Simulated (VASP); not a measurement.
## A VASP study of Hf (Hafnium) (r2SCAN + rVV10): structure first, properties next

Aim: relax Hf (Hafnium), then compute properties on the relaxed cell. The steps: full relaxation (r2SCAN + rVV10), second relaxation, single point with fields (r2SCAN + rVV10), band structure (r2SCAN + rVV10), density of states (r2SCAN + rVV10), zone-centre phonons (r2SCAN + rVV10), volume scan with r2SCAN + rVV10, fit for r2SCAN + rVV10 and electric field gradients (r2SCAN + rVV10). The start is a cell from a database of measured crystal structures.

Method: r2SCAN with rVV10; plane waves and PAW (Hf_pv), in VASP 6.6.1.

### 1. The structure

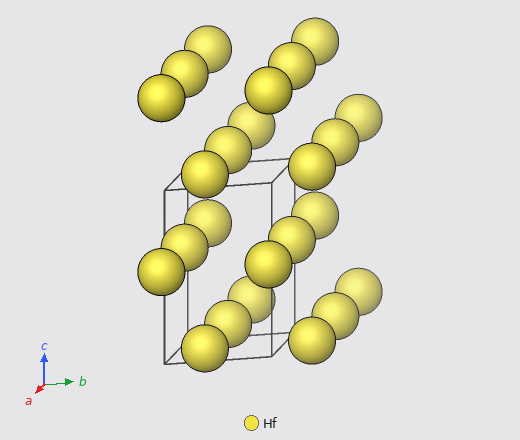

The cell as given, slightly off an axis (hafnium yellow). 3×2×2 cells are drawn.

### 2. Full relaxation (r2SCAN + rVV10)

The start need not lie at this functional's minimum. ISIF = 3 frees volume, shape and positions, and EDIFFG sets the threshold on forces and stress at which the search stops. r2SCAN adds the kinetic-energy density, costs more than a GGA and is run with LASPH. LUSE_VDW switches on a nonlocal correlation term for dispersion.

File INCAR:

```
SYSTEM = Hf
PREC = Accurate
ENCUT = 400
EDIFF = 1E-06
NELM = 100
ISMEAR = 1
SIGMA = 0.2
LREAL = .FALSE.
ALGO = Normal
METAGGA = R2SCAN
LUSE_VDW = .TRUE.
IVDW_NL = 2
BPARAM = 11.95
CPARAM = 0.0093
LASPH = .TRUE.
NBANDS = 16
LORBIT = 11
LWAVE = .FALSE.
LCHARG = .FALSE.
KPAR = 2
IBRION = 2
NSW = 60
ISIF = 3
EDIFFG = -0.01
```

File POSCAR:

```
Hf
1.0
    3.1967000000      0.0000000000      0.0000000000
   -1.5983500000      2.7684234083      0.0000000000
    0.0000000000      0.0000000000      5.0578000000
Hf
2
Direct
    0.3333333333      0.6666666667      0.2500000000
    0.6666666667      0.3333333333      0.7500000000
```

File KPOINTS:

```
Automatic mesh
0
Gamma
8 8 5
0 0 0
```

The projector-augmented-wave data sets are Hf_pv (PBE family, release 64).

On the command line:

```sh
$ mpirun -np 2 vasp_std
```

What it wrote:

```text
[banner, memory and clock lines left out]
running    2 mpi-ranks, on    1 nodes
 distrk:  each k-point on    1 cores,    2 groups
 distr:  one band on    1 cores,    1 groups

 POSCAR found type information on POSCAR Hf
 POSCAR found :  1 types and       2 ions
|                                                                             |
|               ----> ADVICE to this user running VASP <----                  |
|                                                                             |
|     You have switched on vdW-DFT.                                           |
|     This routine was written and supplied by Jiri Klimes. We recommend      |
|     that you carefully read and cite the following publications:            |
|       J. Klimes, D.R. Bowler, A. Michelides                                 |
|          J. Phys.: Cond Matt. 22 022201 (2010)                              |
|       J. Klimes, D.R. Bowler, A. Michelides                                 |
|          Phys. Rev. B. 83, 195131 (2011)                                    |
|     and references therein.                                                 |
|                                                                             |

|                                                                             |
|               ----> ADVICE to this user running VASP <----                  |
|                                                                             |
|     You enforced a specific xc type in the INCAR file but a different       |
|     [... a line on the potential file left out ...]
|     I HOPE YOU KNOW WHAT YOU ARE DOING!                                     |
|                                                                             |

 LDA part: xc-table for (None), standard interpolation
 POSCAR, INCAR and KPOINTS ok, starting setup
 FFT: planning ... GRIDC
 FFT: planning ... GRID_SOFT
 FFT: planning ... GRID
 WAVECAR not read
 entering main loop
       N       E                     dE             d eps       ncg     rms          rms(c)
Total rVV10 correction in eV:      0.3921394    22.5152500
Total rVV10 correction in eV:      0.3921394    22.5152500
DAV:   1    -0.297873417366E+02   -0.29787E+02   -0.10334E+04   968   0.101E+03
DAV:   2    -0.940484482873E+02   -0.64261E+02   -0.62912E+02  1264   0.237E+02
DAV:   3    -0.956647906859E+02   -0.16163E+01   -0.16138E+01  1296   0.267E+01
DAV:   4    -0.956787201424E+02   -0.13929E-01   -0.13928E-01  1192   0.308E+00
DAV:   5    -0.956789320831E+02   -0.21194E-03   -0.21193E-03  1288   0.307E-01    0.716E+01
Total rVV10 correction in eV:      0.3707226    22.5152503
Total rVV10 correction in eV:      0.3707226    22.5152503
DAV:   6    -0.900041733723E+02    0.56748E+01   -0.10304E+00  1104   0.851E+00    0.414E+01
Total rVV10 correction in eV:      0.3506927    22.5152503
Total rVV10 correction in eV:      0.3506927    22.5152503
DAV:   7    -0.899573973498E+02    0.46776E-01   -0.75665E-01  1200   0.643E+00    0.410E+00
Total rVV10 correction in eV:      0.3517642    22.5152503
Total rVV10 correction in eV:      0.3517642    22.5152503
DAV:   8    -0.899592073082E+02   -0.18100E-02   -0.23201E-02  1152   0.105E+00    0.152E+00
Total rVV10 correction in eV:      0.3534159    22.5152503
Total rVV10 correction in eV:      0.3534159    22.5152503
DAV:   9    -0.899575532908E+02    0.16540E-02   -0.78313E-03  1160   0.595E-01    0.200E-01
Total rVV10 correction in eV:      0.3533121    22.5152503
Total rVV10 correction in eV:      0.3533121    22.5152503
DAV:  10    -0.899575421743E+02    0.11116E-04   -0.23959E-04  1304   0.134E-01    0.128E-01
Total rVV10 correction in eV:      0.3532913    22.5152503
Total rVV10 correction in eV:      0.3532913    22.5152503
DAV:  11    -0.899575396344E+02    0.25400E-05   -0.14600E-05  1224   0.305E-02    0.627E-03
Total rVV10 correction in eV:      0.3533075    22.5152503
Total rVV10 correction in eV:      0.3533075    22.5152503
DAV:  12    -0.899575397131E+02   -0.78663E-07   -0.38919E-07   832   0.439E-03
Total rVV10 correction in eV:      0.3533087    22.5152503
Total rVV10 correction in eV:      0.3533087    22.5152503
Total rVV10 correction in eV:      0.3533091    22.5152503
Total rVV10 correction in eV:      0.3533091    22.5152503
   1 F= -.89957540E+02 E0= -.89961141E+02  d E =-.899575E+02
 curvature:   0.00 expect dE= 0.000E+00 dE for cont linesearch  0.000E+00
 trial: gam= 0.00000 g(F)=  0.121E-45 g(S)=  0.149E-01 ort = 0.000E+00 (trialstep = 0.100E+01)
 search vector abs. value=  0.149E-01
 bond charge predicted
       N       E                     dE             d eps       ncg     rms          rms(c)
Total rVV10 correction in eV:      0.3524392    22.5152503
Total rVV10 correction in eV:      0.3524392    22.5152503
DAV:   1    -0.900312912439E+02   -0.73752E-01   -0.21812E+00   960   0.117E+01    0.413E+00
Total rVV10 correction in eV:      0.3485690    22.5152498
Total rVV10 correction in eV:      0.3485690    22.5152498
DAV:   2    -0.899765468144E+02    0.54744E-01   -0.13911E-01   984   0.290E+00    0.993E-01
Total rVV10 correction in eV:      0.3466265    22.5152498
Total rVV10 correction in eV:      0.3466265    22.5152498
DAV:   3    -0.899578655973E+02    0.18681E-01   -0.33672E-02  1040   0.125E+00    0.558E-01
Total rVV10 correction in eV:      0.3458419    22.5152498
Total rVV10 correction in eV:      0.3458419    22.5152498
DAV:   4    -0.899548719082E+02    0.29937E-02   -0.74412E-03  1200   0.599E-01    0.425E-01
Total rVV10 correction in eV:      0.3460439    22.5152498
Total rVV10 correction in eV:      0.3460439    22.5152498
DAV:   5    -0.899548425737E+02    0.29335E-04   -0.47052E-04  1296   0.123E-01    0.669E-02
Total rVV10 correction in eV:      0.3460894    22.5152498
Total rVV10 correction in eV:      0.3460894    22.5152498
DAV:   6    -0.899548434292E+02   -0.85557E-06   -0.12203E-05  1288   0.203E-02    0.263E-02
Total rVV10 correction in eV:      0.3460880    22.5152498
Total rVV10 correction in eV:      0.3460880    22.5152498
DAV:   7    -0.899548328333E+02    0.10596E-04   -0.50705E-07   736   0.577E-03    0.242E-03
Total rVV10 correction in eV:      0.3460849    22.5152498
Total rVV10 correction in eV:      0.3460849    22.5152498
DAV:   8    -0.899548330182E+02   -0.18497E-06   -0.67029E-08   576   0.199E-03
Total rVV10 correction in eV:      0.3460853    22.5152498
Total rVV10 correction in eV:      0.3460853    22.5152498
Total rVV10 correction in eV:      0.3460849    22.5152498
Total rVV10 correction in eV:      0.3460849    22.5152498
   2 F= -.89954833E+02 E0= -.89957485E+02  d E =0.270669E-02
[...]
3 F= -.89960697E+02 E0= -.89963976E+02  d E =-.315739E-02
[...]
4 F= -.89960697E+02 E0= -.89963967E+02  d E =-.315685E-02
 curvature:  -0.21 expect dE=-0.227E-04 dE for cont linesearch -0.312E-07
 ZBRENT: accuracy reached
 trial: gam= 0.01042 g(F)=  0.951E-47 g(S)=  0.108E-03 ort =-0.470E-04 (trialstep = 0.886E+00)
 search vector abs. value=  0.109E-03
 bond charge predicted
       N       E                     dE             d eps       ncg     rms          rms(c)
Total rVV10 correction in eV:      0.3502165    22.5152501
Total rVV10 correction in eV:      0.3502165    22.5152501
DAV:   1    -0.899609022650E+02   -0.20587E-03   -0.12569E-02   976   0.841E-01    0.110E-01
Total rVV10 correction in eV:      0.3502554    22.5152502
Total rVV10 correction in eV:      0.3502554    22.5152502
DAV:   2    -0.899607779992E+02    0.12427E-03   -0.21747E-04  1224   0.105E-01    0.503E-02
Total rVV10 correction in eV:      0.3502744    22.5152502
Total rVV10 correction in eV:      0.3502744    22.5152502
DAV:   3    -0.899607577102E+02    0.20289E-04   -0.25357E-05  1288   0.348E-02    0.393E-02
Total rVV10 correction in eV:      0.3502866    22.5152502
Total rVV10 correction in eV:      0.3502866    22.5152502
DAV:   4    -0.899607483728E+02    0.93374E-05   -0.20766E-05  1328   0.321E-02    0.146E-02
Total rVV10 correction in eV:      0.3502824    22.5152502
Total rVV10 correction in eV:      0.3502824    22.5152502
DAV:   5    -0.899607479518E+02    0.42102E-06   -0.13557E-06   608   0.854E-03
Total rVV10 correction in eV:      0.3502824    22.5152502
Total rVV10 correction in eV:      0.3502824    22.5152502
Total rVV10 correction in eV:      0.3502819    22.5152502
Total rVV10 correction in eV:      0.3502819    22.5152502
   5 F= -.89960748E+02 E0= -.89963925E+02  d E =-.513852E-04
 trial-energy change:   -0.000051  1 .order   -0.000050   -0.000095   -0.000005
 step:   0.9386(harm=  0.9386)  dis= 0.00000  next Energy=   -89.960747 (dE=-0.504E-04)
 reached required accuracy - stopping structural energy minimisation
```

It took 2.9 min on 2 MPI ranks of Intel Xeon 6975P-C (Granite Rapids), shared host; peak memory 0.49 GiB; 5.2 min of CPU time.

Lines that name or quote the potential files are left out of all logs, and their timing lines are given in words.

From OUTCAR (step 2):

```text
ion  position               nearest neighbor table
   1  0.333  0.667  0.250-   2 3.13   2 3.13   2 3.13   2 3.13   2 3.13   2 3.13
   2  0.667  0.333  0.750-   1 3.13   1 3.13   1 3.13   1 3.13   1 3.13   1 3.13

  LATTYP: Found a hexagonal cell.
 ALAT       =     3.1967000000
 C/A-ratio  =     1.5821941377

 Subroutine GETGRP returns: Found 24 space group operations
 (whereof 12 operations were pure point group operations)

The static configuration has the point symmetry D_3d.
 The point group associated with its full space group is D_6h.

 Found     30 irreducible k-points:

   k-points           NKPTS =     30   k-points in BZ     NKDIM =     30   number of bands    NBANDS=     16

   dimension x,y,z NGX =    24 NGY =   24 NGZ =   36
   dimension x,y,z NGXF=    48 NGYF=   48 NGZF=   72

   ENCUT  =  400.0 eV  29.40 Ry    5.42 a.u.   5.21  5.21  8.25*2*pi/ulx,y,z

   NELECT =      20.0000    total number of electrons

 k-points in reciprocal lattice and weights: Automatic mesh
   0.00000000  0.00000000  0.00000000       0.003
   0.12500000  0.00000000  0.00000000       0.019
   0.25000000  0.00000000  0.00000000       0.019
   0.37500000  0.00000000  0.00000000       0.019
   0.50000000  0.00000000  0.00000000       0.009
   0.12500000  0.12500000  0.00000000       0.019
   0.25000000  0.12500000  0.00000000       0.038
   0.37500000  0.12500000  0.00000000       0.038
   0.25000000  0.25000000  0.00000000       0.019
[...]
0.25000000  0.25000000  0.40000000       0.038
   0.37500000  0.25000000  0.40000000       0.038

 average (electrostatic) potential at core
       1 -42.9793       2 -42.9793

 E-fermi :   4.9408

 k-point     1 :       0.0000    0.0000    0.0000
  band No.  band energies     occupation
    ...
      4     -26.3747      2.00000
      5     -26.3673      2.00000
      6     -26.3673      2.00000
      7      -2.8978      2.00000
      8       1.0283      2.00000
      9       5.3865     -0.00714
     10       6.2408     -0.00000
     11       6.2408     -0.00000
     12       6.5953     -0.00000
     13       7.1415     -0.00000
    ...

 k-point     2 :       0.1250    0.0000    0.0000
  band No.  band energies     occupation
    ...
      5     -26.3949      2.00000
      6     -26.3791      2.00000
      7      -2.4100      2.00000
      8       1.4884      2.00000
      9       4.8331      1.78112
     10       5.3309     -0.01871
     11       6.6279     -0.00000
     12       6.7042     -0.00000
     13       7.2688     -0.00000
     14       7.2861     -0.00000
    ...

 k-point     3 :       0.2500    0.0000    0.0000
  band No.  band energies     occupation
    ...
      6     -26.4108      2.00000
      7      -1.1101      2.00000
      8       2.4071      2.00000
      9       3.7421      2.00000
     10       4.3279      2.00013
     11       5.8951     -0.00000
     12       6.5429     -0.00000
     13       6.6380     -0.00000
     14       8.0347     -0.00000
     15       8.3265     -0.00000
    ...

  Total        0.0042347      0.0042347      0.0004706      0.0000000     -0.0000000      0.0000000
  in kB        0.1536438      0.1536438      0.0170756      0.0000000     -0.0000000      0.0000000
  external PRESSURE =       0.1081211 kB  Pullay stress =       0.0000000 kB

  energy-cutoff  :      400.00
  volume of cell :       44.16
      direct lattice vectors                 reciprocal lattice vectors
     3.186426207 -0.000000000  0.000000000     0.313831212  0.181190535 -0.000000000
    -1.593213104  2.759526043 -0.000000000     0.000000000  0.362381070 -0.000000000
     0.000000000  0.000000000  5.022080712    -0.000000000  0.000000000  0.199120655

 POSITION                                       TOTAL-FORCE (eV/Angst)
 -----------------------------------------------------------------------------------
     -0.00000      1.83968      1.25552        -0.000000      0.000000     -0.000000
      1.59321      0.91984      3.76656         0.000000     -0.000000      0.000000
 -----------------------------------------------------------------------------------
    total drift:                               -0.000000      0.000000     -0.000000

  FREE ENERGIE OF THE ION-ELECTRON SYSTEM (eV)
  ---------------------------------------------------
  free  energy   TOTEN  =       -89.9607479518 eV

  energy  without entropy=      -89.9702801829  energy(sigma->0) =      -89.96392536

 reached required accuracy - stopping structural energy minimisation

 total charge
# of ion       s       p       d       tot
------------------------------------------
    1        0.406   6.432   1.524   8.362
    2        0.406   6.432   1.524   8.362
--------------------------------------------------
tot          0.812  12.864   3.049  16.724

[... 3 further parts left out ...]
```

CONTCAR:

```
Hf
   1.00000000000000
     3.1864262072873188   -0.0000000000000000    0.0000000000000000
    -1.5932131036436594    2.7595260428173876   -0.0000000000000000
     0.0000000000000000    0.0000000000000000    5.0220807124142777
  Hf
     2
Direct
     0.3333333332999970    0.6666666667000030    0.2500000000000000
     0.6666666667000030    0.3333333332999970    0.7500000000000000
```

The k-mesh is coarse for a metal. Harder data sets than Hf_pv exist (the GW ones), and pressures, volumes and forces can shift noticeably with them. The PAW data sets were made with PBE, which is usual practice but a small mismatch for other functionals. The run keeps the 24 symmetry operations of its start, so it cannot find a distortion of lower symmetry.

Step by step:

```
step  energy less that of the first step (eV)  largest force (eV/Å)  pressure (GPa)  volume (Å³)
   1                                   0.0000                0.0000           -1.59        44.76
   2                                   0.0027                0.0000            2.30        43.34
   3                                  -0.0032                0.0000            0.01        44.16
   4                                  -0.0032                0.0000            0.03        44.15
   5                                  -0.0032                0.0000            0.01        44.16
```

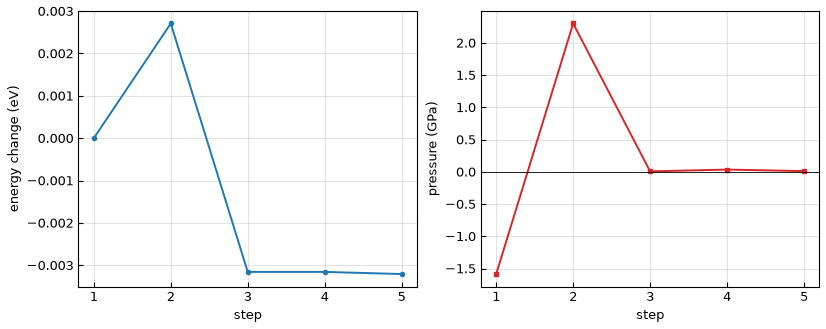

Energy and pressure along the relaxation.

| conventional cell, symmetrised | before | after | change |
| --- | --- | --- | --- |
| a (Å) | 3.197 | 3.186 | -0.3 % |
| b (Å) | 3.197 | 3.186 | -0.3 % |
| c (Å) | 5.058 | 5.022 | -0.7 % |
| volume (Å³/atom) | 22.38 | 22.08 | -1.3 % |

Final coordinates:

```cif
data_structure
_symmetry_space_group_name_H-M 'P 1'
_symmetry_Int_Tables_number 1
_cell_length_a 3.1864
_cell_length_b 3.1864
_cell_length_c 5.0221
_cell_angle_alpha 90.000
_cell_angle_beta 90.000
_cell_angle_gamma 120.000
_cell_volume 44.16
loop_
_atom_site_label
_atom_site_type_symbol
_atom_site_fract_x
_atom_site_fract_y
_atom_site_fract_z
_atom_site_occupancy
Hf1 Hf 0.33333 0.66667 0.25000 1
Hf2 Hf 0.66667 0.33333 0.75000 1
```

This step gave:

| Item | Value |
| --- | --- |
| electrons | 20 |
| bands | 16 |
| irreducible k-points | 30 |
| symmetry operations | 24 |
| free energy (TOTEN) | -89.9607 eV |
| energy at zero smearing | -89.9639 eV |
| Fermi energy | 4.941 eV |
| pressure | 0.01081 GPa |
| metallic | yes |
| SCF cycles over all ionic steps | 37 |

It ends with forces that vanish by symmetry and a pressure of 0.01 GPa. The volume lies -1.3 % from that of the database's start, which holds the thermal and zero-point expansion of its experiment.

(Part 1 of 6 ends here.)

[Lines on the potential files, build, host, timing and source positions are cut from VASP's logs without a mark.]

[Logs are printed without paths, hosts, clocks, repeated set-up lines and the standing remarks that a program may print on its own settings, such as how far it seeks lower states.]

[Hosts, paths, dates, database ids (printed as entryN), source tags and the programs' standing remarks are cut or masked in the printed files.]

[Measured values are set beside computed ones only where the two were judged alike; some that the calculation misses by far are left out.]
